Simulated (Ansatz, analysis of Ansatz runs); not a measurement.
# Migration in Li5AuO4 (C2/m): V_Li hop (2.7 Å), charge 0, part 2 of 5

Wanted: path and barrier of a jump of Li in Li5AuO4 (C2/m) at charge 0. The case: V_Li hop (2.7 Å), in a cell of 80 host atoms with 1 Li taken out.

Ansatz 0.2.0; plane-wave PAW DFT, PBEsol; nudged elastic band between two relaxed defect structures.

So far: Set-up; Relaxation of the start point, charge 0.

## Step 3: Relaxation of the end point, charge 0

Level of this step: plane-wave PAW DFT, PBEsol; relaxation of all atoms of a defect supercell (Ansatz).

The end point is relaxed in the same cell and settings, so that the two energies compare. Atoms more than 3.2 Å from the middle of the hop start where the first relaxation left them, the nearer ones on or close to their ideal places, with small random displacements.

q0_M1.end/input.yaml reads:

```yaml
crystal:
  lattice:
    - [9.40268524, 0.0, -0.02548652]
    - [0.0, 9.40405317, 0.0]
    - [-2.07562506, 0.0, 9.16358709]
  atoms:
    - { symbol: Li, position: [-0.00054288, 0.79201199, 0.24931911] }
    - { symbol: Li, position: [0.25402128, 0.29220883, 0.2524497] }
[... 13 atom lines left out ...]
    - { symbol: O, position: [0.37210138, 0.85260183, 0.37490926] }
[... 3 atom lines left out ...]
    - { symbol: O, position: [0.37210138, 0.14739817, 0.37490926] }
[... 5 atom lines left out ...]
    - { symbol: Li, position: [0.25, 0.21745358, 0.5] }
[... 7 atom lines left out ...]
    - { symbol: O, position: [0.37789862, 0.35260183, 0.62509074] }
[... 12 atom lines left out ...]
    - { symbol: Li, position: [0.5, 0.2075647, 0.25] }
[... 7 atom lines left out ...]
    - { symbol: O, position: [0.62210138, 0.35260183, 0.37490926] }
[... 9 atom lines left out ...]
    - { symbol: Li, position: [0.75, 0.21745358, 0.5] }
    - { symbol: Li, position: [0.5, 0.2075647, 0.75] }
[... 1 atom line left out ...]
    - { symbol: Li, position: [0.5, 0.282672, 0.5] }
[... 3 atom lines left out ...]
    - { symbol: O, position: [0.62789862, 0.85260183, 0.62509074] }
[... 3 atom lines left out ...]
    - { symbol: O, position: [0.62789862, 0.14739817, 0.62509074] }
[... 2 atom lines left out ...]
    - { symbol: O, position: [0.87095113, 0.14545948, 0.87552825] }
basis:
  ecutwfc: 420
  xc_grid: 2
hamiltonian:
  xc: pbesol
kpoints:
  mp_grid: { grid: [1, 1, 1], shift: [0.25, 0.25, 0.25] }
magnetization:
  spin_polarized: true
  initial_magnetization: 1
  spin_locking: { lock_magnetization: hard }
scf:
  occupations: { method: fixed }
  max_iter: 100
output:
  forces: true
relax:
  f_tol: 0.02
  max_steps: 70
  random_displacement: { amplitude: 0.01, seed: 7001 }
```

On the command line:

```console
> ansatz run input.yaml --threads 4 --pin off --max-ram 14131MiB --backend cpu --events-out ev --progress --plain --runs-dir out
```

Numbers of over 12 decimals in the logs are rounded to 6 here.

What it wrote:

```text
[...]
Crystal: 79 atoms, lattice volume = 809.778 Å³
Basis set: ecut = 420 eV, 15817 PW (Γ), exchange–correlation on 128×128×128 points (8 copies of the dense FFT grid, shifted against one another)
Bands: 310, of which v1, the nominal top of the filled ones, is band 231 counted from 1 (230 counted from 0)
Symmetry: 1 space group operations
k-points: 1
[...]
Starting moments: Σ|m| = 1 μB on 79 of 79 sites
[...]
SCF iter   1: F=—  HF=-129997.590591 eV  |F-HF|=—  |Δ(HF+E_count)|=         —  Δρ=5.20e-2 (↑4.89e-2 ↓5.20e-2)  dr2=1.44e2  dr2_m=2.28e-1  M=1.000 μB ∫|m|=1.041 μB  β_m=0.30  ethr=3.10e-3  ⟨swp⟩=4.0  Hψ=1808  notcnv=0  defer=148
[...]
F+E_penalty+E_count = -129960.41695788 eV   max|allowed force component| = 1.052e-2 eV/Å
  atoms:
    - { symbol: Li, position: [-0.000655, 0.793155, 0.250175] }
    - { symbol: Li, position: [0.246086, 0.297200, 0.246447] }
[...]
- { symbol: O, position: [0.362768, 0.846782, 0.366066] }
[...]
- { symbol: O, position: [0.362812, 0.153966, 0.366241] }
[...]
- { symbol: Li, position: [0.249443, 0.216752, 0.499849] }
[...]
- { symbol: O, position: [0.379018, 0.351988, 0.624637] }
[...]
- { symbol: Li, position: [0.499769, 0.206210, 0.250519] }
    [... 7 atoms left out ...]
    - { symbol: O, position: [0.620789, 0.351968, 0.375615] }
    [... 9 atoms left out ...]
    - { symbol: Li, position: [0.750275, 0.216580, 0.500374] }
    - { symbol: Li, position: [0.500202, 0.206261, 0.749861] }
    [... 1 atom left out ...]
    - { symbol: Li, position: [0.500030, 0.269528, 0.500270] }
    [... 7 atoms left out ...]
    - { symbol: O, position: [0.637174, 0.153872, 0.634209] }
    [... 3 atoms left out ...]
[key lines of the parts left out:]
SCF converged after 11 iterations
Magnetization: 1.0000 μB (231.0000 up, 230.0000 down)
Free energy (F): -129960.416958 eV
Fermi energy:    5.226537 (↑ 5.226537, ↓ 5.223779) eV
```

It took 2.1 min on 4 threads of Arm Neoverse V1, shared host; peak memory 2.4 GiB.

Relaxation path:

```csv
step,energy less that of the first step (eV),largest force component (eV/Å)
1,0.0000,1.7784
2,-0.4667,0.2641
3,-0.5501,0.0753
4,-0.5534,0.0105
```

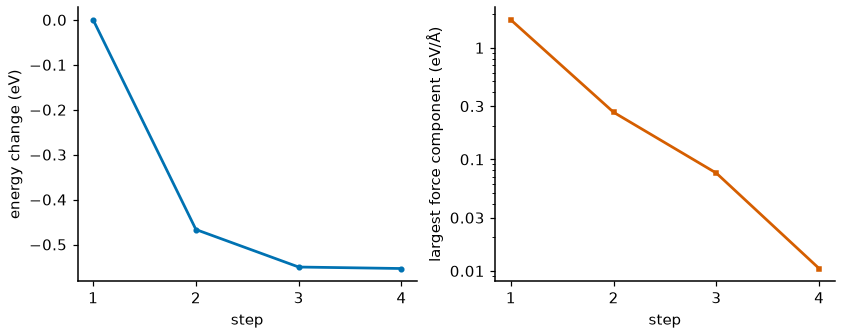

Energy and largest force along the relaxation.

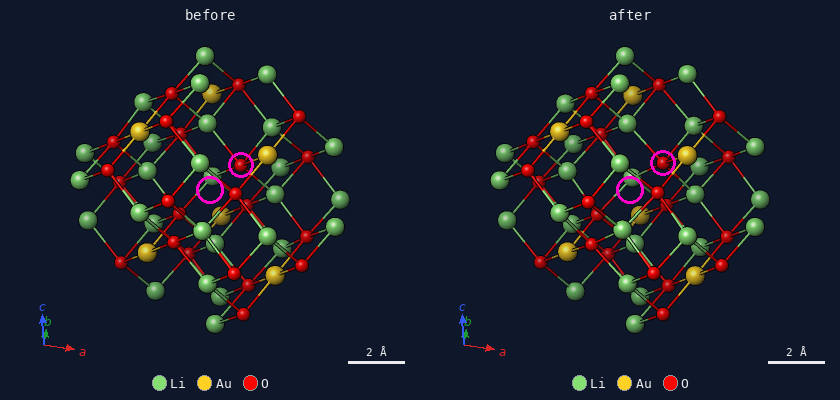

Before and after: the atoms that start within 5 Å of the centre. O76, which moves most, is ringed if it is among them. A ring with no atom in it marks the middle of the ideal hop.

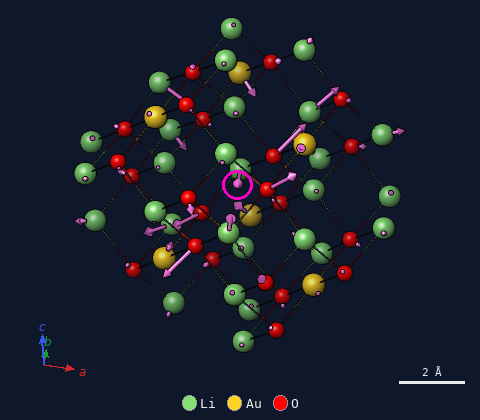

Displacements in the relaxation from the typed sites near the centre, exaggerated; the longest in the cell stands for 0.12 Å. A ring marks the middle of the ideal hop wherever no atom is near it.

The atoms that moved most (Å, from the sites as typed, ahead of the random displacement):

```csv
atom,dx,dy,dz,length
O76,0.069,0.061,0.082,0.124
Li68,0.000,-0.123,0.002,0.124
O20,-0.069,0.062,-0.080,0.122
O72,0.069,-0.055,0.081,0.120
O16,-0.069,-0.055,-0.082,0.120
Li64,-0.001,0.113,0.000,0.113
Li2,-0.061,0.047,-0.056,0.095
Li62,0.058,0.047,0.057,0.093
```

Neighbours of Li68 at the end:

```csv
atom,distance (Å)
O76,1.925
O20,1.925
O34,1.964
O55,1.964
Li65,2.405
Li26,2.407
Li66,2.419
Li47,2.420
```

This step gave:

```yaml
free_energy: -129960.4170 eV
total_moment: 1 μB
integral_of_the_absolute_spin_density: 1.095 μB
spin_contamination: 0.001302
r_m_s_move_of_the_farther_half_of_the_atoms: 0.01629 Å
largest_move_from_the_ideal_geometry_of_this_structure_a_common_shift_of_the_far_atoms_taken_out: 0.1265 Å
```

The relaxation gained 0.553 eV and ended with a largest force component of 0.011 eV/Å. The end lies 0.304 eV above the start.

(Continued in part 3 of 5.)

[Logs are printed without paths, hosts, clocks, repeated set-up lines and the standing remarks that a program may print on its own settings, such as how far it seeks lower states.]

[Hosts, paths, dates, database ids (printed as entryN), source tags and the programs' standing remarks are cut or masked in the printed files.]
